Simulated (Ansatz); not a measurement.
Potential energy surface of H3B, singlet: umbrella (inversion) coordinate, bond length relaxed. Scanned: angle between the B-H bonds and the threefold axis (90 = planar). Other coordinates (B-H bond length) were minimised at B3LYP/def2-TZVP.

- CCSD(T)/def2-SVP = CCSD(T) on RHF/def2-SVP, frozen core (Ansatz, an electronic-structure program)
- RKS-PBE/def2-SVP = restricted PBE/def2-SVP (Ansatz)
- RKS-B3LYP/def2-SVP = Ansatz with restricted B3LYP/def2-SVP
- RKS-PBE0/def2-SVP = restricted PBE0/def2-SVP run with Ansatz
- CCSDT(Q)/def2-SVP = Ansatz with CCSDT(Q) on RHF/def2-SVP, frozen core
- FCI/def2-SVP = full CI/def2-SVP, frozen core in Ansatz

Cost and accuracy over the 15 points of the scan, with FCI/def2-SVP as yardstick. Costs are rough ratios of core time within Ansatz on shared cores, each with its mean field (Kohn-Sham runs search longer for lower solutions than correlated ones do); the miss is the largest error against full CI of the profile after the mean shift, in eV.

Task: Which is the cheapest of these levels that stays within 0.033 eV of FCI/def2-SVP?

Result: CCSD(T)/def2-SVP.

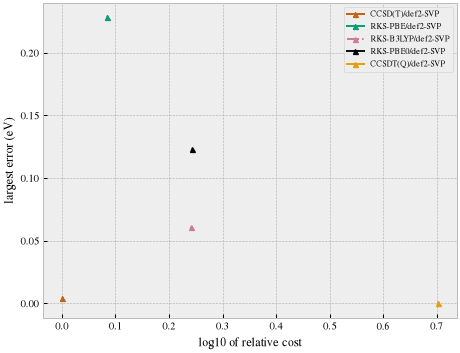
Figure: Miss against cost, one point a level.

| level | relative cost | largest error |
|---|---|---|
| CCSD(T)/def2-SVP | 1 | 0.004 |
| RKS-PBE/def2-SVP | 1 | 0.229 |
| RKS-B3LYP/def2-SVP | 2 | 0.061 |
| RKS-PBE0/def2-SVP | 2 | 0.123 |
| CCSDT(Q)/def2-SVP | 5 | 0.000 |

Costs within a factor of two of each other count as equal.
